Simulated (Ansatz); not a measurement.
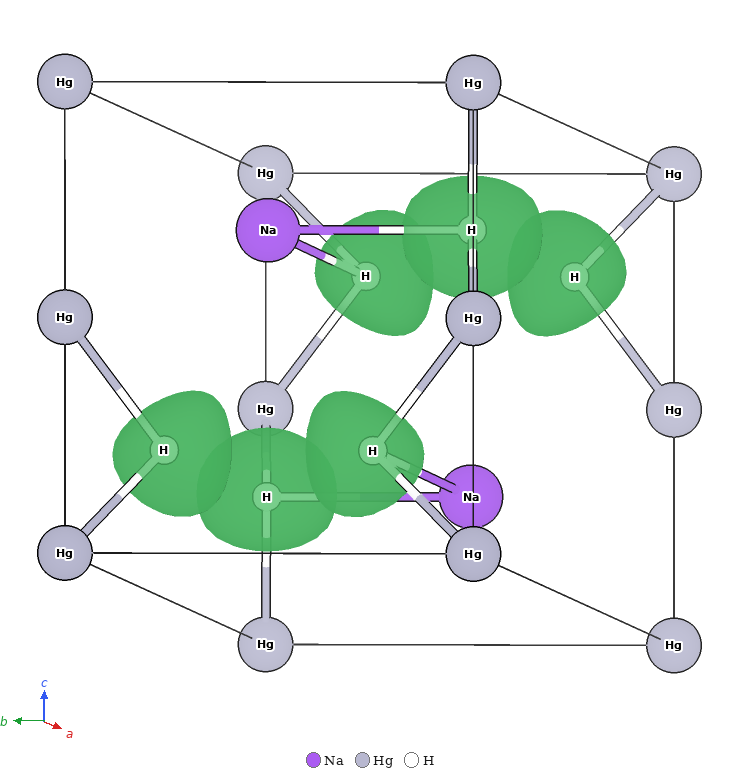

NaHgH3. Isosurface of the ELF at 0.75 (green), seen at an oblique angle. Core shells and regions of very low density are left out. Sticks mark near contacts.

Space group P6₃/mmc; a structure generated by program, which may or may not match a known phase.

All numbers below come from DFT PBE, scalar-relativistic, plane waves, PAW in Ansatz 0.2.0.

In a PAW calculation such maps are meaningful between the atoms, not at the nuclei.

Input

```
crystal:
  lattice:
    - [5.0925454291, 0.0, 0.0]
    - [-2.5462727146, 4.4102737115, 0.0]
    - [0.0, 0.0, 6.0806995288]
  atoms:
    - { symbol: Na, position: [0.3333333333, 0.6666666667, 0.75] }
    - { symbol: Na, position: [0.6666666667, 0.3333333333, 0.25] }
    - { symbol: Hg, position: [0.0, 0.0, 0.0] }
    - { symbol: Hg, position: [0.0, 0.0, 0.5] }
    - { symbol: H, position: [0.8368939349, 0.6737878697, 0.75] }
    - { symbol: H, position: [0.3262121303, 0.1631060651, 0.75] }
    - { symbol: H, position: [0.8368939349, 0.1631060651, 0.75] }
    - { symbol: H, position: [0.1631060651, 0.3262121303, 0.25] }
    - { symbol: H, position: [0.6737878697, 0.8368939349, 0.25] }
    - { symbol: H, position: [0.1631060651, 0.8368939349, 0.25] }
basis:
  ecutwfc: 420
kpoints:
  mp_grid: { grid: [12, 12, 8] }
  band_path:
    path:
      - [[0.0, 0.0, 0.0], [0.5, 0.0, 0.0], [0.33333333, 0.33333333, 0.0], [0.0, 0.0, 0.0], [0.0, 0.0, 0.5], [0.5, 0.0, 0.5], [0.33333333, 0.33333333, 0.5], [0.0, 0.0, 0.5]]
      - [[0.5, 0.0, 0.5], [0.5, 0.0, 0.0]]
      - [[0.33333333, 0.33333333, 0.5], [0.33333333, 0.33333333, 0.0]]
    npoints: 14
hamiltonian:
  xc: pbe
scf:
  occupations: { method: gaussian, width: 0.1 }
  n_extra_bands: 25
output:
  forces: true
  stress: true
  eigenvalues: true
  populations: true
  dos: { projected: true, de: 0.02, nscf_kmesh: { grid: [15, 15, 10] } }
  bader: true
  write_density: true
  write_potential: true
  elf: true
  volumetric_format: npy
```

Run with:

```sh
ansatz run input.yaml --threads 1 --pin off --max-ram 2048MiB --backend cpu --events-out ev --progress --plain --runs-dir out
```

Below, planes, directions and counts refer to the conventional cell (a = 5.09 Å, b = 5.09 Å, c = 6.08 Å, α = 90.00°, β = 90.00°, γ = 120.00°).

What do the ELF domains correspond to?

Answer. The ELF exceeds this value in six regions around hydrogen nuclei, counted in one cell of 10 atoms. Regions shared between cells count once. Profiles from the grid: Hg–H (2.09 Å): the ELF climbs to about 1 towards the hydrogen. Na–H (2.55 Å): the ELF climbs to about 1 towards the hydrogen.
